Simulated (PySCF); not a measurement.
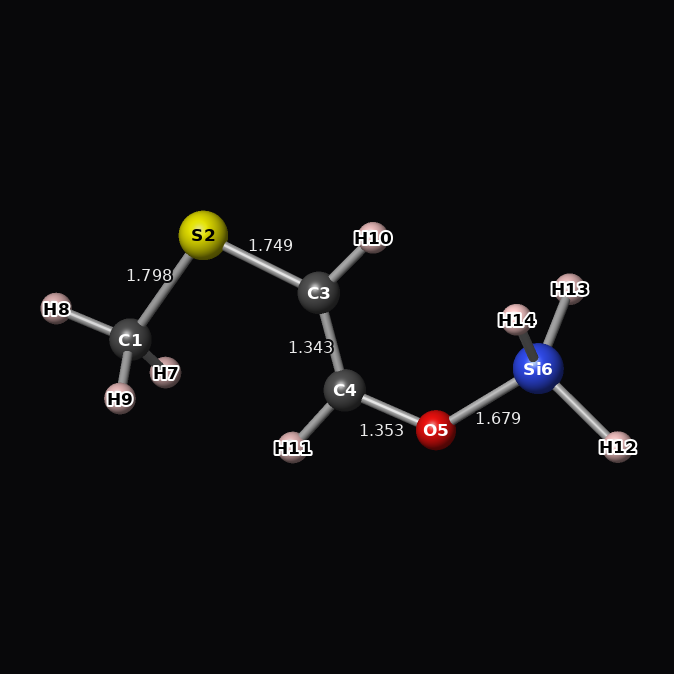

Bond lengths are marked in Å; every bond is drawn as one stick. The geometry was computed by an optimisation with PBE0-D3(BJ)/def2-SVP. No frequency run is at hand to confirm it as a minimum.

Which of the marked bonds are single, double, triple or aromatic?

C1–S2 single; S2–C3 single; C3–C4 double; C4–O5 single; O5–Si6 single.

Give the structure as SMILES.

CS/C=C/O[SiH3]
